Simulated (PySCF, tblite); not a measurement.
**C₄H₈B₂: geometry, infrared bands and NMR shifts**

Aim: predict the infrared bands and NMR shifts of C₄H₈B₂ (`BC(B)C#CC`).

The runs use tblite 0.8.0 and PySCF 2.14.0, with density-fitted response routines of our own; the level of theory stands in each step. All values are computed, except where a source is named. Atoms count from 0, in the outputs and in this text.

### 1 Starting geometry

14 atoms, charge 0, multiplicity 1; geometry from: force field or distance geometry start.

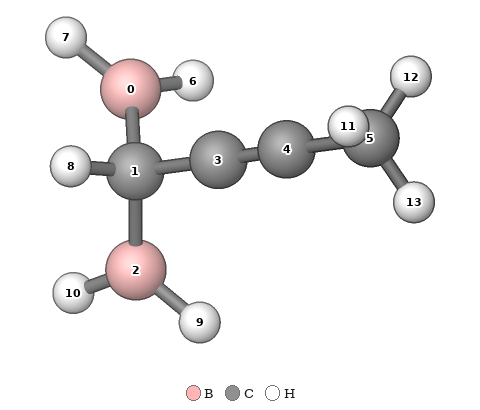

The starting geometry (boron pink, carbon grey, hydrogen white), atoms numbered.

### 2 Relaxing the molecule with GFN2-xTB

Job settings and geometry (Å):

```
{"job": {"kind": "relax", "xc": "GFN2-xTB", "basis": "xTB"}, "charge": 0, "multiplicity": 1}
B      1.866200    -1.221100     0.137000
C      1.175100     0.214800     0.290600
B      1.795500     1.214500    -0.768600
C     -0.270900     0.096900     0.112700
C     -1.464800    -0.010600    -0.016900
C     -2.915700    -0.128900    -0.204300
H      1.747300    -1.819800    -0.876000
H      2.481000    -1.680100     1.034900
H      1.392600     0.597000     1.319500
H      1.090300     1.742400    -1.570100
H      2.937000     1.472400    -0.755300
H     -3.428200     0.176700     0.733800
H     -3.174100    -1.180200    -0.425500
H     -3.232000     0.525600    -1.038800
```

Launch:

```console
$ OMP_NUM_THREADS=1 python probes_run.py task.json out
```

This one command runs all jobs of the session in turn.

**Question.** This job is followed by: GFN2-xTB harmonic vibrations, gas phase; GIAO PBE0/pcSseg-1 NMR shielding, non-relativistic, gas phase. Predict these results of the whole session: strongest single infrared mode (GFN2-xTB); zero-point energy (GFN2-xTB); ¹³C shifts against TMS (PBE0/pcSseg-1); ¹H shifts against TMS (PBE0/pcSseg-1, means over atoms taken as alike); ¹¹B shifts against BF3·OEt2 (PBE0/pcSseg-1, means over atoms taken as alike); surface potential, least and greatest.

As calculated:

```
                                                                    quantity                      value
                                   strongest single infrared mode (GFN2-xTB)       943 cm⁻¹, 256 km/mol
                                                zero-point energy (GFN2-xTB)              64.7 kcal/mol
                                      ¹³C shifts against TMS (PBE0/pcSseg-1)  89.9, 85.9, 69.0, 5.5 ppm
      ¹H shifts against TMS (PBE0/pcSseg-1, means over atoms taken as alike)       8.04, 4.73, 2.15 ppm
¹¹B shifts against BF3·OEt2 (PBE0/pcSseg-1, means over atoms taken as alike)                   89.5 ppm
                                       surface potential, least and greatest         -0.95 V and 1.78 V
```

**Reading.** The optimisation took 69 steps and gained 0.159 eV; among the close pairs (by a distance rule), B0–C1 changed most, from 1.601 to 1.574 Å. The lowest mode is slightly imaginary (9i cm⁻¹), a soft motion within the noise of the Hessian, so the minimum is not strictly shown. Unscaled tight-binding wavenumbers are off by several per cent, some by more. Its intensities can rank the bands wrongly. At PBE0/pcSseg-1: The widest tensor belongs to C3: span 270 ppm, with a paramagnetic part of -164 ppm. By nearest atom (PBE0/pcSseg-1), the HOMO sits on C3, C4 about 36 % each; C1 6 % and the LUMO on B0, B2 about 29 % each; 4 H atoms about 8 % each.
